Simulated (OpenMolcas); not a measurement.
# InNH2F2: single-point calculation (part 1 of 2)

The run: single-point calculation of InNH2F2, SMILES [NH2][In]([F])[F]. Method and program: HF/ANO-RCC-MB, RHF, DKH2 (OpenMolcas 26.06).

The geometry comes from this level: PBE0-D4/def2-TZVP.

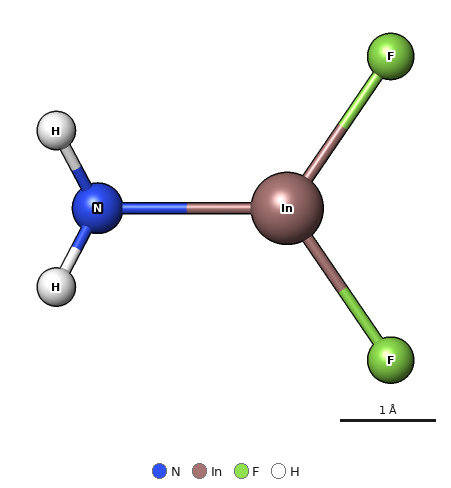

Figure 1. The input geometry (ball-and-stick view, seen on its broad side). Sticks mark near contacts. Bond lengths as drawn: F–In 1.94 Å, H–N 1.01 Å and In–N 2.00 Å.

## Input file
```
&GATEWAY
  Coord=coord.xyz
  Basis=ANO-RCC-MB
  Group=NoSym

&SEWARD

&SCF
  PrOrbitals=0

&LOCALISATION
  Occupied
  Freeze
  Pipek-Mezey

&LOCALISATION
  FileOrb=$Project.LocOrb
  Virtual
  Pipek-Mezey
```

## File coord.xyz
```
6

N     -0.259900     1.155100    -0.280600
In     0.271400    -0.745700     0.029100
F      1.862900    -1.284900     0.989000
F     -0.617400    -2.265700    -0.773500
H      0.031700     1.791300     0.449400
H     -1.246600     1.285900    -0.459500
```

Run on 1 thread of Intel Xeon (Granite Rapids), 64 GiB of memory available, shared host.

Launch command:
```bash
export MOLCAS_MEM=1860
pymolcas step1.inp > step1.log
```

## Log
```
--- Start Module: gateway ---

                                              &GATEWAY

                       available to each process: 1.9 GB of memory, 1 thread

++    Symmetry information:
      ---------------------

                    Character Table for C1

                             E
                    a        1  x, y, xy, Rz, z, xz, Ry, yz, Rx, I
--

++    Basis set information:
      ----------------------

      Basis set label: N.ANO-RCC...2S1P.

      Electronic valence basis set:
      ------------------
      Associated Effective Charge   7.000000 au
      Associated Actual Charge      7.000000 au
      Nuclear Model: Point charge

      Shell  nPrim  nBasis  Cartesian Spherical Contaminant
         s      14       2        X
         p       9       1        X

      Basis set label: IN.ANO-RCC...5S4P2D.

      Electronic valence basis set:
      ------------------
      Associated Effective Charge  49.000000 au
      Associated Actual Charge     49.000000 au
      Nuclear Model: Point charge

      Shell  nPrim  nBasis  Cartesian Spherical Contaminant
         s      22       5        X
         p      19       4        X
         d      13       2                 X

      Basis set label: F.ANO-RCC...2S1P.

      Electronic valence basis set:
      ------------------
      Associated Effective Charge   9.000000 au
      Associated Actual Charge      9.000000 au
      Nuclear Model: Point charge

      Shell  nPrim  nBasis  Cartesian Spherical Contaminant
         s      14       2        X
         p       9       1        X

      Basis set label: H.ANO-RCC...1S.

      Electronic valence basis set:
      ------------------
      Associated Effective Charge   1.000000 au
      Associated Actual Charge      1.000000 au
      Nuclear Model: Point charge

      Shell  nPrim  nBasis  Cartesian Spherical Contaminant
         s       8       1        X
--

++    Molecular structure info:
      -------------------------

                    ************************************************
                    **** Cartesian Coordinates / bohr, angstrom ****
                    ************************************************

     Center  Label                x              y              z                     x              y              z
        1      N1              -0.491140       2.182823      -0.530257             -0.259900       1.155100      -0.280600
        2      IN2              0.512872      -1.409169       0.054991              0.271400      -0.745700       0.029100
        3      F3               3.520371      -2.428109       1.868939              1.862900      -1.284900       0.989000
        4      F4              -1.166717      -4.281552      -1.461703             -0.617400      -2.265700      -0.773500
        5      H5               0.059904       3.385066       0.849243              0.031700       1.791300       0.449400
        6      H6              -2.355733       2.429999      -0.868329             -1.246600       1.285900      -0.459500

                    ***************************************
                    *    InterNuclear Distances / bohr    *
                    ***************************************

               1 N1            2 IN2           3 F3            4 F4            5 H5            6 H6
    1 N1       0.000000
    2 IN2      3.775309        0.000000
    3 F3       6.565748        3.657007        0.000000
    4 F4       6.565984        3.656770        6.041293        0.000000
    5 H5       1.911036        4.880646        6.841609        8.100748        0.000000
    6 H6       1.911046        4.880637        8.100768        6.841840        3.114082        0.000000

                    *******************************************
                    *    InterNuclear Distances / angstrom    *
                    *******************************************

               1 N1            2 IN2           3 F3            4 F4            5 H5            6 H6
    1 N1       0.000000
    2 IN2      1.997807        0.000000
    3 F3       3.474444        1.935205        0.000000
    4 F4       3.474569        1.935079        3.196915        0.000000
    5 H5       1.011277        2.582727        3.620424        4.286731        0.000000
    6 H6       1.011282        2.582722        4.286742        3.620546        1.647901        0.000000

                    **************************************
                    *    Valence Bond Angles / degree    *
                    **************************************
                          Atom centers                 Phi
                      5 H5       1 N1       6 H6       109.13
--

            Nuclear Potential Energy            397.21926371 au

--- Stop Module: gateway /rc=_RC_ALL_IS_WELL_ ---

--- Start Module: seward ---

                                              &SEWARD

                       available to each process: 1.9 GB of memory, 1 thread

               SEWARD will generate:
                  Multipole Moment integrals up to order  2
                  Kinetic Energy integrals
                  Nuclear Attraction integrals (point charge)
                  One-Electron Hamiltonian integrals
                  Velocity integrals
                  Relativistic Douglas-Kroll-Hess integrals:
                    - Parametrization         : EXP
                    - DKH order of Hamiltonian: 2
                    - DKH order of Properties : 0
                         - multipole moment operators
                         - electric potential operators
                         - contact operators
                  Orbital angular momentum around (  0.5592  -1.4975   0.0391 )
                  Velocity quadrupole around (  0.5592  -1.4975   0.0391 )
                  Atomic mean-field integrals
                  Two-Electron Repulsion integrals

                   Integrals are discarded if absolute value <: 1.00E-14
                   Integral cutoff threshold is set to       <: 1.00E-16

            Nuclear Potential Energy            397.21926371 au

      Basis set specifications :
      Symmetry species         a
      Basis functions           44

--- Stop Module: seward /rc=_RC_ALL_IS_WELL_ ---
--- Module seward spent 3 seconds ---

--- Start Module: scf ---

                                                &SCF

                       available to each process: 1.9 GB of memory, 1 thread

++    Input section:
      --------------

      Header of the integral files:

      Cartesian coordinates in angstrom:
      -----------------------------------------------------
      No.  Label        X            Y            Z
      -----------------------------------------------------
       1   N1        -0.25990000   1.15510000  -0.28060000
       2   IN2        0.27140000  -0.74570000   0.02910000
       3   F3         1.86290000  -1.28490000   0.98900000
       4   F4        -0.61740000  -2.26570000  -0.77350000
       5   H5         0.03170000   1.79130000   0.44940000
       6   H6        -1.24660000   1.28590000  -0.45950000
      -----------------------------------------------------
      Nuclear repulsion energy =  397.21926371
--

++    Orbital specifications:
      -----------------------

      Symmetry species               1
                                     a
      Frozen orbitals                0
      Occupied orbitals             38
      Secondary orbitals             6
      Deleted orbitals               0
      Total number of orbitals      44
      Number of basis functions     44
--

      Molecular charge                           0.000

++    Optimization specifications:
      ----------------------------

      SCF Algorithm: Conventional
      Minimized density differences are used
      Number of density matrices in core                 5
      Maximum number of NDDO SCF iterations            400
      Maximum number of HF SCF iterations              400
      Threshold for SCF energy change             1.00E-09
      Threshold for density matrix                1.00E-04
      Threshold for Fock matrix                   1.50E-04
      Threshold for linear dependence             1.00E-09
      Threshold at which DIIS is turned on        1.50E-01
      Maximum depth in the DIIS procedure                5
      Maximum depth in the BFGS Hessian update          30
      Threshold at which QNR/C2DIIS is turned on  7.50E-02
      Threshold for Norm(delta) (QNR/C2DIIS)      1.00E-03
      All orbitals punched on: SCFORB
--

      Input vectors read from INPORB
      Orbital file label: *Guess orbitals

++ Convergence information
                                   SCF        iterations: Energy and convergence statistics

Iter     Tot. SCF        One-elec.       Two-elec.     Energy      Max Dij or  Max Fij      DNorm      TNorm      AccCon     Time
         Energy          Energy          Energy        Change      Delta Norm                                                in Sec.

 The total and one-electron energies are shifted by a value of      6000. a.u.

   1  -131.504860533 -3236.570028244  2707.845903999   0.00E+00    2.52E-01*   1.15E-01*    1.22E+01   5.52E+02   None         0.
   2  -131.669291987 -3236.840159878  2707.951604179  -1.64E-01*   7.70E-02*   5.25E-02*    1.59E+00   5.52E+02   EDIIS        0.
   3  -131.684376966 -3237.480267995  2708.576627317  -1.51E-02*   3.21E-02*   1.86E-02*    4.39E-01   5.52E+02   c2DIIS       0.
   4  -131.687124911 -3237.536217835  2708.629829213  -2.75E-03*   1.82E-02*   6.31E-03*    1.53E-01   5.52E+02   QNRc2DIIS    0.
   5  -131.687593951 -3237.661242074  2708.754384412  -4.69E-04*   8.01E-03*   3.52E-03*    2.66E-02   5.52E+02   QNRc2DIIS    0.
   6  -131.687717318 -3237.698009113  2708.791028083  -1.23E-04*   3.17E-03*   5.58E-04*    2.53E-03   5.52E+02   QNRc2DIIS    0.
   7  -131.687726491 -3237.715454018  2708.808463815  -9.17E-06*   6.77E-04    1.11E-04     1.22E-03   5.52E+02   QNRc2DIIS    0.
   8  -131.687726908 -3237.716657915  2708.809667294  -4.18E-07*   2.23E-04    3.17E-05     5.36E-04   5.52E+02   QNRc2DIIS    0.
   9  -131.687726938 -3237.716763089  2708.809772440  -2.91E-08*   1.71E-05    3.73E-06     1.54E-04   5.52E+02   QNRc2DIIS    0.
  10  -131.687726938 -3237.716765481  2708.809774831  -3.51E-10    5.81E-06    1.55E-06     2.92E-05   5.52E+02   QNRc2DIIS    0.

       Convergence after  10 Iterations
--

 *****************************************************************************************************************************
 *                                             SCF/KS-DFT Program, Final results                                             *
 *                                                       Final Results                                                       *
 *****************************************************************************************************************************

::    Total SCF energy                              -6131.6877269379
      One-electron energy                           -9237.7167654809
      Two-electron energy                            2708.8097748314
      Nuclear repulsion energy                        397.2192637116
      Kinetic energy (interpolated)                  7002.0120496351
      Virial theorem                                    0.8757036811
      Total spin, S(S+1)                                0.0000000000
      Total spin, S                                     0.0000000000
      Max non-diagonal density matrix element           0.0000052442
      Max non-diagonal Fock matrix element              0.0000007182

      No orbitals printed

++    Molecular charges:
      ------------------

      Mulliken charges per centre
      ---------------------------

                N1      IN2     F3      F4      H5      H6
      Total    7.7696 47.3874  9.6319  9.6319  0.7896  0.7896

      N-E     -0.7696  1.6126 -0.6319 -0.6319  0.2104  0.2104

      Total electronic charge=   76.000000

      Total            charge=   -0.000000
--

++    Static properties:
      ------------------

      LoProp Charges per center

                   N1       IN2      F3       F4       H5       H6
      Nuclear      7.0000  49.0000   9.0000   9.0000   1.0000   1.0000
      Electronic  -7.5516 -47.7215  -9.5257  -9.5257  -0.8378  -0.8378

      Total       -0.5516   1.2785  -0.5257  -0.5257   0.1622   0.1622
--
```
